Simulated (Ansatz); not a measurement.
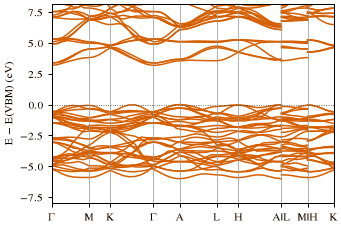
Figure: Band structure from the program Ansatz at the LDA level (PAW)

The gap is 3.18 eV; an edge lies off the plotted path or next to a special point (maximum off the standard path, minimum at Γ).

The material is Sr3Ta2ZnO9 in space group P-3m1 (No. 164; Pearson symbol hP15).

The first step of the workflow began from a Materials Project structure, measured or hypothetical; the Crystallography Open Database copy checked does not list it. With Ta and Zn taken as one species the cell has the higher symmetry Pm-3m, so it may be an ordered model of a mixed-site phase. Whether it is the stable phase at ambient conditions was not checked. The cell was relaxed with LDA under the symmetry of its start. At this level the phase is dynamically unstable (imaginary phonons). The run is not spin-polarised. Spin–orbit coupling is left out wherever it is not named.

Potentials: the later of the program's two PAW sets.
